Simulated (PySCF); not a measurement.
# C₂H₄F₃N: excited states, first hyperpolarisability

Aim: compute the excited states, first hyperpolarisability of C₂H₄F₃N (`NCC(F)(F)F`).

Computed with PySCF 2.14.0 and routines of our own; the level stands in each step. Atoms count from 0.

## 1. The system as given

10 atoms, charge 0, multiplicity 1; geometry from: GFN2-xTB.

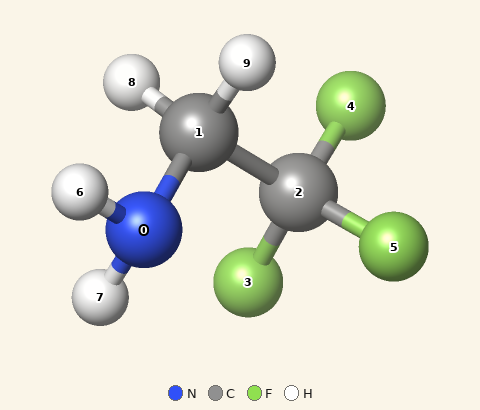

The starting geometry (nitrogen blue, carbon grey, fluorine green, hydrogen white).

## 2. Optimising the geometry at PBE0-D3(BJ)/def2-TZVP

Job settings and geometry (Å):

```
{"job": {"xc": "PBE0", "basis": "def2-TZVP", "d3": "d3bj", "grid": 2, "kind": "geom"}, "charge": 0, "multiplicity": 1}
N     -1.394416    -0.021205     0.100858
C     -0.086674     0.592362     0.062650
C      0.976737    -0.498301     0.069522
F      0.861218    -1.313775    -0.990696
F      2.212552     0.025431     0.011277
F      0.935695    -1.269055     1.157132
H     -2.121871     0.681079     0.135830
H     -1.547535    -0.607416    -0.712213
H      0.118493     1.221431    -0.821434
H      0.054682     1.194104     0.964546
```

Started as:

```sh
OMP_NUM_THREADS=1 python excited_run.py task.json out
```

The driver reads the jobs from task.json and runs them one after another.

The log of the run:

```text
step   0  E = -432.66540604  max force = 0.006843
step   1  E = -432.66557866  max force = 0.004977
step   2  E = -432.66591116  max force = 0.001586
step   3  E = -432.66597514  max force = 0.001020
step   4  E = -432.66603319  max force = 0.001166
step   5  E = -432.66607302  max force = 0.001291
step   6  E = -432.66608311  max force = 0.000810
step   7  E = -432.66608643  max force = 0.000275
optimisation converged
```

Run time: 1.7 min. Hardware: 1 thread of Arm Neoverse V1, shared host; peak memory 0.85 GiB.

Along the way:

```tsv
step	energy from step 0 (eV)	largest force component (eV/Å)
0	0.0000	0.3519
1	-0.0047	0.2559
2	-0.0137	0.0816
3	-0.0155	0.0525
4	-0.0171	0.0600
5	-0.0181	0.0664
6	-0.0184	0.0417
7	-0.0185	0.0141
```

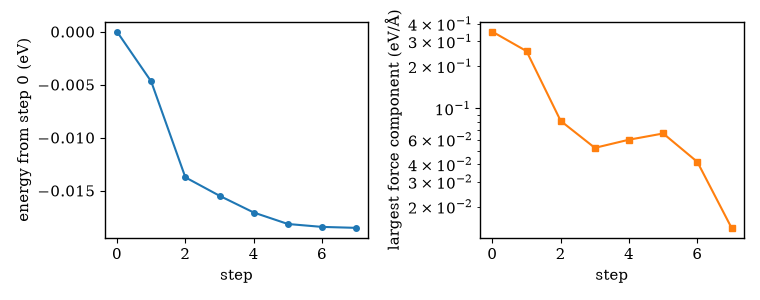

Energy and largest force along the relaxation.

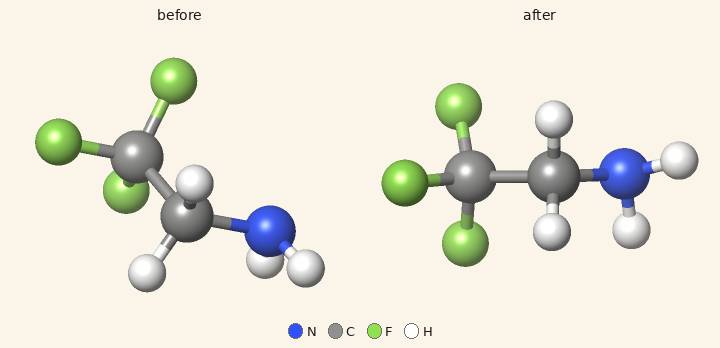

Before and after, at one scale.

Distances of close pairs at the start and the end, largest changes first:

```tsv
bond	before (Å)	after (Å)	change (Å)
C1–C2	1.523	1.511	-0.012
C1–H8	1.104	1.099	-0.005
N0–C1	1.445	1.442	-0.003
N0–H7	1.014	1.011	-0.003
C2–F4	1.343	1.341	-0.002
N0–H6	1.012	1.010	-0.002
C2–F5	1.334	1.332	-0.002
C1–H9	1.093	1.092	-0.002
```

The final coordinates are the input of the step that follows.

```tsv
at the end point	value
point group (found at 0.08 Å tolerance)	C1
rotational constants (GHz, main isotopes)	5.314, 2.820, 2.785
dipole moment (D)	3.13
```

## 3. Excited states: TDA CAM-B3LYP/def2-TZVPD

Job settings and geometry (Å):

```
{"job": {"kind": "states", "xc": "CAM-B3LYP", "basis": "def2-TZVPD", "tda": true, "soc": true, "nstates": 6, "ntriplets": 5, "nquad": 4}, "charge": 0, "multiplicity": 1}
N     -1.188749    -0.618840     0.398671
C     -0.162216     0.393272     0.374855
C      0.999181    -0.053102    -0.482212
F      0.602979    -0.313569    -1.739597
F      1.927023     0.912745    -0.550259
F      1.594340    -1.150523    -0.017999
H     -1.867667    -0.428790     1.121315
H     -1.675705    -0.666794    -0.486295
H     -0.468055     1.376473    -0.010513
H      0.233711     0.540722     1.381537
```

Method: TDA CAM-B3LYP/def2-TZVPD excited states, vertical, gas phase, spin-orbit mean-field couplings.

The log of the run:

```text
coarse grid: 8976 points
cycle   1  E = -432.8124192943  dE =  9.758e-01  |g| = 9.799e-01  |ddm| = 2.622e+00
cycle   2  E = -432.7433394788  dE =  6.908e-02  |g| = 1.269e+00  |ddm| = 1.465e+00
cycle   3  E = -432.9727908209  dE = -2.295e-01  |g| = 5.287e-02  |ddm| = 6.971e-01
cycle   4  E = -432.9731723876  dE = -3.816e-04  |g| = 2.669e-02  |ddm| = 5.891e-02
cycle   5  E = -432.9732930206  dE = -1.206e-04  |g| = 7.456e-03  |ddm| = 3.601e-02
cycle   6  E = -432.9733038029  dE = -1.078e-05  |g| = 1.762e-03  |ddm| = 6.994e-03
cycle   7  E = -432.9733044274  dE = -6.245e-07  |g| = 5.435e-04  |ddm| = 3.428e-03
final grid: 89712 points
cycle   8  E = -432.9741816089  dE = -5.716e-05  |g| = 4.976e-03  |ddm| = 1.195e-01
cycle   9  E = -432.9741807095  dE =  8.994e-07  |g| = 5.569e-03  |ddm| = 9.158e-03
cycle  10  E = -432.9741855987  dE = -4.889e-06  |g| = 4.006e-04  |ddm| = 4.194e-03
cycle  11  E = -432.9741856167  dE = -1.803e-08  |g| = 2.132e-04  |ddm| = 6.087e-04
cycle  12  E = -432.9741856251  dE = -8.412e-09  |g| = 3.157e-05  |ddm| = 2.180e-04
cycle  13  E = -432.9741856253  dE = -1.606e-10  |g| = 1.389e-05  |ddm| = 4.669e-05
converged SCF energy = -432.9741856253

Singlet excitations
state   eV       nm        f     d(h-e)  d(exc)  Lambda  PR(NTO)  |dmu|/D   mu/D   main configurations
  1   6.3547   195.1   0.01516   0.975   2.942   0.327   1.005    4.410    1.433   H->L 0.89
  2   7.6113   162.9   0.01548   0.745   3.320   0.237   1.007    2.679    2.325   H->L+2 0.51, H->L+1 0.33
  3   7.8571   157.8   0.04529   1.350   3.556   0.253   1.010    4.915    5.157   H->L+1 0.40, H->L+2 0.19, H->L+3 0.18
  4   8.3113   149.2   0.03416   1.055   3.597   0.242   1.010    3.687    5.789   H->L+3 0.58, H->L+2 0.12, H->L+4 0.11
  5   9.0017   137.7   0.00106   1.742   3.930   0.234   1.009                     H->L+4 0.51, H->L+3 0.14, H->L+6 0.09
  6   9.1835   135.0   0.00414   1.810   4.064   0.245   1.009                     H->L+6 0.34, H->L+5 0.31, H->L+7 0.10

Triplet excitations (Tamm-Dancoff)
state   eV     d(h-e)  d(exc)  Lambda  PR(NTO)   main configurations
  1   6.0590   0.928   2.808   0.325   1.006   H->L 0.83, H->L+1 0.11
  2   7.4457   0.720   3.180   0.237   1.010   H->L+2 0.55, H->L+1 0.23
  3   7.6135   1.417   3.398   0.261   1.020   H->L+1 0.41, H->L+3 0.19, H->L+5 0.13
  4   8.1125   0.952   3.438   0.246   1.012   H->L+3 0.52, H->L+4 0.12, H->L+6 0.10
  5   8.8458   1.420   3.620   0.241   1.017   H->L+4 0.41, H->L+3 0.11, H->L+6 0.11
S1 - T1 = 0.2958 eV

Spin-orbit couplings |<S|Hso|T>| (cm-1)
             T1       T2       T3       T4       T5
S0        6.192   12.132    9.519    7.046    5.300
S1        0.078    3.323    2.612    1.361    1.855
S2        2.572    0.591    0.541    2.873    1.681
S3        2.463    0.315    0.401    0.729    2.143
S4        1.537    3.467    0.553    0.252    0.421
S5        1.422    2.010    1.747    0.822    0.495
S6        0.344    1.058    1.816    1.573    2.858
T1 sublevels (cm-1): 0.000 0.000 0.001   radiative rates (1/s): 57.2 46.6 27.9
```

Run time: 51 s. Hardware: 1 thread of Arm Neoverse V1, shared host; peak memory 0.94 GiB.

In short:

```tsv
quantity	value
S1 less T1	0.30 eV
```

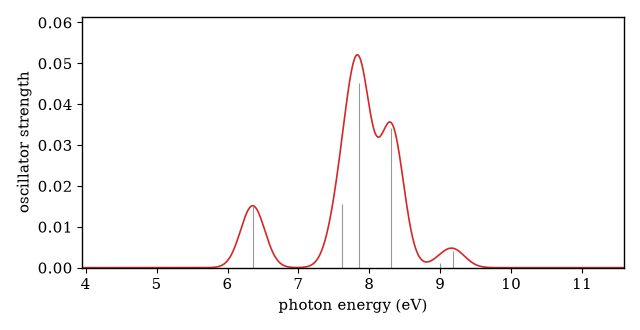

Absorption lines of the singlets. Lines are broadened to a width of 0.40 eV (Gaussian).

The fields below are evaluated on a grid from the run's orbitals.

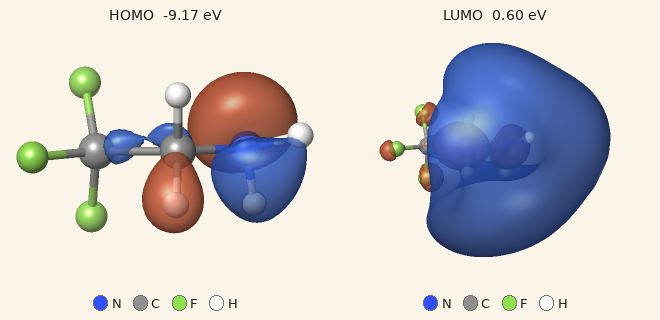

Frontier orbitals at CAM-B3LYP/def2-TZVPD; each surface holds 70 % of the orbital's density, blue and red mark the sign. The LUMO is diffuse and is cut off by the edge of the grid.

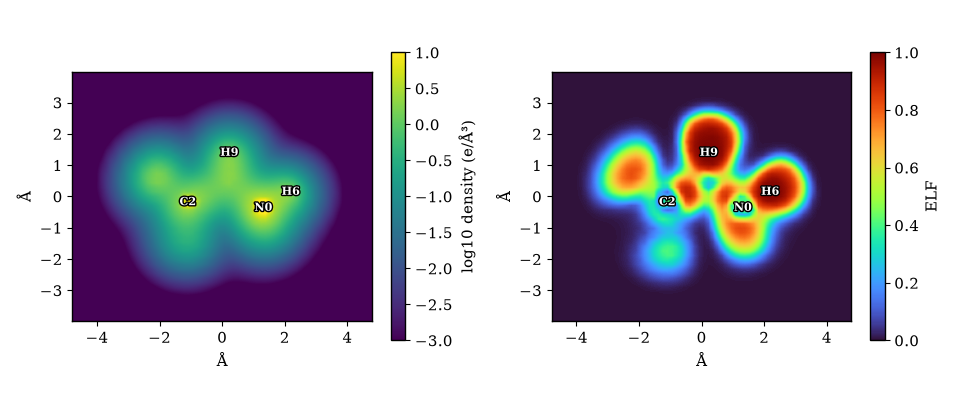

Density (left) and ELF (right) in a plane through or near 4 of the atoms.

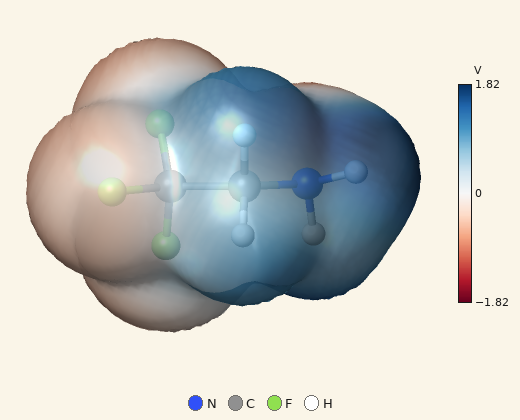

Electrostatic potential on the surface of density 0.002 e/bohr³; red is low, blue high. It runs from -1.37 V near N0 to 1.82 V near H6.

## 4. Excited states: TDDFT CAM-B3LYP/def2-TZVPD

The job, as its differences from that of step 3:

```diff
@@ -1,2 +1,2 @@
-{"job": {"kind": "states", "xc": "CAM-B3LYP", "basis": "def2-TZVPD", "tda": true, "soc": true, "nstates": 6, "ntriplets": 5, "nquad": 4}, "charge": 0, "multiplicity": 1}
+{"job": {"kind": "states", "xc": "CAM-B3LYP", "basis": "def2-TZVPD", "tpa": true, "nstates": 8, "nquad": 6, "ntriplets": 0}, "charge": 0, "multiplicity": 1}
 N     -1.188749    -0.618840     0.398671
```

With the program's defaults for keys left out, this is: TDDFT CAM-B3LYP/def2-TZVPD excited states, vertical, gas phase, two-photon moments by quadratic response.

The log of the run:

```text
coarse grid: 8976 points
cycle   1  E = -432.8124192943  dE =  9.758e-01  |g| = 9.799e-01  |ddm| = 2.622e+00
cycle   2  E = -432.7433394788  dE =  6.908e-02  |g| = 1.269e+00  |ddm| = 1.465e+00
cycle   3  E = -432.9727908209  dE = -2.295e-01  |g| = 5.287e-02  |ddm| = 6.971e-01
cycle   4  E = -432.9731723876  dE = -3.816e-04  |g| = 2.669e-02  |ddm| = 5.891e-02
cycle   5  E = -432.9732930206  dE = -1.206e-04  |g| = 7.456e-03  |ddm| = 3.601e-02
cycle   6  E = -432.9733038029  dE = -1.078e-05  |g| = 1.762e-03  |ddm| = 6.994e-03
cycle   7  E = -432.9733044274  dE = -6.245e-07  |g| = 5.435e-04  |ddm| = 3.428e-03
final grid: 89712 points
cycle   8  E = -432.9741816089  dE = -5.716e-05  |g| = 4.976e-03  |ddm| = 1.195e-01
cycle   9  E = -432.9741807095  dE =  8.994e-07  |g| = 5.569e-03  |ddm| = 9.158e-03
cycle  10  E = -432.9741855987  dE = -4.889e-06  |g| = 4.006e-04  |ddm| = 4.194e-03
cycle  11  E = -432.9741856167  dE = -1.803e-08  |g| = 2.132e-04  |ddm| = 6.087e-04
cycle  12  E = -432.9741856251  dE = -8.412e-09  |g| = 3.157e-05  |ddm| = 2.180e-04
cycle  13  E = -432.9741856253  dE = -1.606e-10  |g| = 1.389e-05  |ddm| = 4.669e-05
converged SCF energy = -432.9741856253

Singlet excitations
state   eV       nm        f     d(h-e)  d(exc)  Lambda  PR(NTO)  |dmu|/D   mu/D   delta(TPA)   sigma/GM   main configurations
  1   6.3398   195.6   0.01394   0.986   2.949   0.327   1.006    4.421    1.455       25.81      0.380   H->L 0.89, H->L+1 0.08
  2   7.6039   163.1   0.01441   0.761   3.326   0.237   1.007    2.722    2.345       15.94      0.338   H->L+2 0.51, H->L+1 0.33
  3   7.8451   158.0   0.04127   1.362   3.557   0.253   1.012    4.941    5.161       40.33      0.909   H->L+1 0.40, H->L+2 0.19, H->L+3 0.18
  4   8.2956   149.5   0.03159   1.048   3.594   0.242   1.012    3.630    5.758       19.68      0.496   H->L+3 0.58, H->L+2 0.11, H->L+4 0.11
  5   8.9922   137.9   0.00101   1.718   3.914   0.235   1.010    7.073   10.128       46.37      1.374   H->L+4 0.50, H->L+3 0.14, H->L+6 0.10
  6   9.1754   135.1   0.00372   1.817   4.059   0.244   1.010    7.237   10.019        5.75      0.177   H->L+6 0.36, H->L+5 0.28, H->L+7 0.10
  7   9.2123   134.6   0.00315   1.333   3.939   0.251   1.015                                            H->L+5 0.38, H->L+6 0.23, H->L+4 0.13
  8   9.5364   130.0   0.00183   1.319   3.738   0.227   1.018                                            H->L+7 0.70
```

Wall time 63 s (1 thread of Arm Neoverse V1, shared host); peak memory 0.97 GiB.

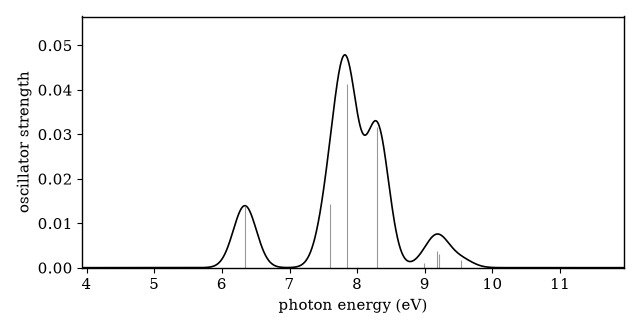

Absorption lines of the singlets. Lines are broadened to a width of 0.40 eV (Gaussian).

## 5. First hyperpolarisability: quadratic response CAM-B3LYP/def2-TZVPD

The job, as its differences from that of step 4:

```diff
@@ -1,2 +1,2 @@
-{"job": {"kind": "states", "xc": "CAM-B3LYP", "basis": "def2-TZVPD", "tpa": true, "nstates": 8, "nquad": 6, "ntriplets": 0}, "charge": 0, "multiplicity": 1}
+{"job": {"kind": "beta", "xc": "CAM-B3LYP", "basis": "def2-TZVPD"}, "charge": 0, "multiplicity": 1}
 N     -1.188749    -0.618840     0.398671
```

Method: quadratic response CAM-B3LYP/def2-TZVPD first hyperpolarisability, Taylor convention, gas phase.

The log of the run:

```text
coarse grid: 8976 points
cycle   1  E = -432.8124192943  dE =  9.758e-01  |g| = 9.799e-01  |ddm| = 2.622e+00
cycle   2  E = -432.7433394788  dE =  6.908e-02  |g| = 1.269e+00  |ddm| = 1.465e+00
cycle   3  E = -432.9727908209  dE = -2.295e-01  |g| = 5.287e-02  |ddm| = 6.971e-01
cycle   4  E = -432.9731723876  dE = -3.816e-04  |g| = 2.669e-02  |ddm| = 5.891e-02
cycle   5  E = -432.9732930206  dE = -1.206e-04  |g| = 7.456e-03  |ddm| = 3.601e-02
cycle   6  E = -432.9733038029  dE = -1.078e-05  |g| = 1.762e-03  |ddm| = 6.994e-03
cycle   7  E = -432.9733044274  dE = -6.245e-07  |g| = 5.435e-04  |ddm| = 3.428e-03
final grid: 89712 points
cycle   8  E = -432.9741816089  dE = -5.716e-05  |g| = 4.976e-03  |ddm| = 1.195e-01
cycle   9  E = -432.9741807095  dE =  8.994e-07  |g| = 5.569e-03  |ddm| = 9.158e-03
cycle  10  E = -432.9741855987  dE = -4.889e-06  |g| = 4.006e-04  |ddm| = 4.194e-03
cycle  11  E = -432.9741856167  dE = -1.803e-08  |g| = 2.132e-04  |ddm| = 6.087e-04
cycle  12  E = -432.9741856251  dE = -8.412e-09  |g| = 3.157e-05  |ddm| = 2.180e-04
cycle  13  E = -432.9741856253  dE = -1.606e-10  |g| = 1.389e-05  |ddm| = 4.669e-05
converged SCF energy = -432.9741856253

Lowest singlets (eV, f): 6.3398 0.0139  7.6039 0.0144  7.8451 0.0413

First hyperpolarisability (au)
process     nm      |vector|   parallel      HRS      DR
static         -       76.93     -45.33       28.8   7.723
shg       1907.0       78.80     -46.42      29.51   7.744
eope      1907.0       77.54     -45.69          -       -
shg       1064.0       83.33     -49.06      31.24   7.783
eope      1064.0       78.94      -46.5          -       -
```

Run time: 49 s. Hardware: 1 thread of Arm Neoverse V1, shared host; peak memory 0.89 GiB.

## 6. Outcome

| quantity | value |
| --- | --- |
| point group | C1 |
| rotational constants (main isotopes) | 5.31, 2.82, 2.79 GHz |
| S1 less T1 (step 3, TDA CAM-B3LYP/def2-TZVPD) | 0.30 eV |
| surface potential, least and greatest | -1.37 V and 1.82 V |
| β vector (step 5, quadratic response CAM-B3LYP/def2-TZVPD) | static 77, SHG 1907.0 nm 79, SHG 1064.0 nm 83 au |

What this shows: The optimisation took 7 steps and gained 0.019 eV; among the close pairs (by a distance rule), C1–C2 changed most, from 1.523 to 1.511 Å. No frequency check was run at this level, so the end point may be a saddle. In step 3, the number of triplets below S1 is 1, and the largest singlet-triplet spin-orbit coupling is S0–T2, 12.13 cm⁻¹. β grows from 77 au (static) to 83 au for doubling at 1064.0 nm: normal dispersion, which grows as twice the photon energy moves toward the bright states.
